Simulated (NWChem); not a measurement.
# GaHOF (SMILES [OH][Ga][F]): UPBE0/6-31G(d) (spherical functions)

What is the vertical ionisation energy of GaHOF at UPBE0/6-31G* (spherical functions)? 

Program for the calculation: NWChem 7.3.0.

2 further runs of the same task are left out: 1 that didn't finish, 1 set aside as unsound or not needed.

### Step 1. The structure to begin with

The species is GaHOF (4 atoms), meant as a doublet with charge 0. As SMILES, `[OH][Ga][F]`. The shape is that of a PBE0-D4/def2-TZVP optimisation.

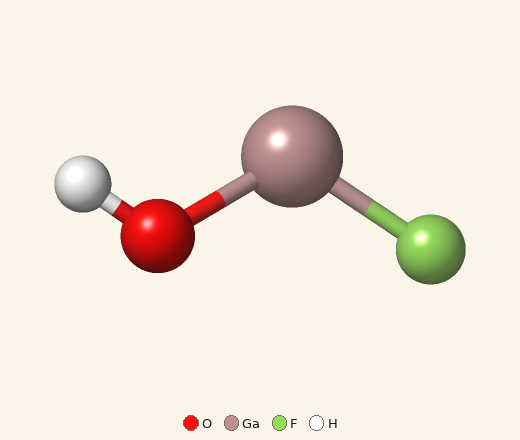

Viewed from a chosen angle; oxygen red, gallium pink, fluorine green, hydrogen white.

### Step 2. A single-point energy at UPBE0/6-31G(d) (spherical functions)

The input, struct.xyz:

```xyz
4

O     -0.928500     0.061200    -0.333300
Ga     0.802400     0.214300     0.117400
F      1.450100    -1.148000     1.023000
H     -1.268400     0.812300    -0.827400
```

The input, struct.nw:

```
start struct
memory total 2200 mb

geometry units angstroms noautosym nocenter noautoz
   load format xyz struct.xyz
end

basis spherical bse
   * library 6-31G*
end

dft
   xc pbe0
   mult 2
   grid xcoarse
   convergence energy 1e-08
   iterations 100
   mulliken
   noprint "final vectors analysis"
end

task dft
```

The run is started by

```bash
$ nwchem struct.nw > struct.out
```

Standard output:

```text
[...]
          Wavefunction type:  spin polarized.
          No. of atoms     :     4
          No. of electrons :    49
[...]
          Charge           :     0
          Spin multiplicity:     2
[...]
          AO basis - number of functions:    62
[...]
              XC Information
              --------------
                         PBE0 Method XC Functional
                     Hartree-Fock (Exact) Exchange  0.250
          PerdewBurkeErnzerhof Exchange Functional  0.750
            Perdew 1991 LDA Correlation Functional  1.000 local
           PerdewBurkeErnz. Correlation Functional  1.000 non-local
[...]
 d= 0,ls=0.0,diis     1  -2099.7067881080 -2.28D+03  1.52D-02  2.47D-01     1.2
[...]
 d= 0,ls=0.0,diis    12  -2099.8365537083 -1.44D-09  3.92D-07  2.08D-10     8.0
[...]
         Total DFT energy =    -2099.836553708328
      One electron energy =    -3290.835878373410
           Coulomb energy =     1102.736038351060
    Exchange-Corr. energy =      -94.105594410870
 Nuclear repulsion energy =      182.368880724892
[...]
      Total Density - Mulliken Population Analysis
     ---------------------------------------------
    Atom       Charge   Shell Charges
 -----------   ------   -------------------------------------------------------
    1 O    8     8.70   2.00  0.91  2.86  0.98  1.93  0.02
    2 Ga  31    30.32   2.00  2.00  6.00  2.00  5.99  1.13  0.85  0.12  0.09  6.83  2.94  0.37
    3 F    9     9.43   2.00  0.93  3.27  1.05  2.18  0.01
    4 H    1     0.56   0.47  0.09
[...]
      <S2> =      0.7535 (Exact =     0.7500)
[...]
```

It took 8.7 s on 1 thread of Intel Xeon Platinum 8488C (Sapphire Rapids), shared host; peak memory 0.1 GiB.

### Step 3. The singlet cation

The input, job.nw:

```
start job
memory stack 880 mb heap 220 mb global 1100 mb
charge 1

geometry units angstrom noautosym nocenter noautoz
  O     -0.928500     0.061200    -0.333300
  Ga     0.802400     0.214300     0.117400
  F      1.450100    -1.148000     1.023000
  H     -1.268400     0.812300    -0.827400
end

basis spherical bse
  * library 6-31G*
end

dft
  xc pbe0
  grid xcoarse
  convergence energy 1e-08
  maxiter 100
  mulliken
  print low
end

task dft energy
```

The run is started by

```bash
$ nwchem job.nw > job.out
```

Standard output:

```text
[...]
 d= 0,ls=0.0,diis     1  -2099.0679874535 -2.28D+03  3.93D-02  7.37D+00     1.0
[...]
 d= 0,ls=0.0,diis    12  -2099.4876044443 -7.81D-09  1.00D-06  2.12D-09     7.4
         Total DFT energy =    -2099.487604444346
      One electron energy =    -3275.753541797483
           Coulomb energy =     1087.643614714713
    Exchange-Corr. energy =      -93.746558086467
 Nuclear repulsion energy =      182.368880724892
[...]
      Total Density - Mulliken Population Analysis
     ---------------------------------------------
    Atom       Charge   Shell Charges
 -----------   ------   -------------------------------------------------------
    1 O    8     8.52   2.00  0.94  2.82  0.97  1.78  0.02
    2 Ga  31    29.70   2.00  2.00  6.00  2.00  5.99  0.94  0.69 -0.07  0.02  6.85  2.94  0.34
    3 F    9     9.29   2.00  0.95  3.23  1.04  2.06  0.01
    4 H    1     0.49   0.45  0.04
[...]
```

Wall time 8.1 s (1 thread of Intel Xeon Platinum 8488C (Sapphire Rapids), shared host); peak memory 0.1 GiB.

### Step 4. Summary of results

At UPBE0/6-31G* (spherical functions):

```
                                          quantity           value
                       doublet GaHOF: total energy  -2099.83655 Eh
                      doublet GaHOF: dipole moment          3.27 D
                               doublet GaHOF: ⟨S²⟩           0.753
                      singlet cation: total energy  -2099.48760 Eh
vertical ionisation energy (to the singlet cation)        9.495 eV
```

The vertical ionisation energy comes to 9.50 eV (219 kcal/mol). Only the singlet of the ionised species was computed; a triplet could lie lower.
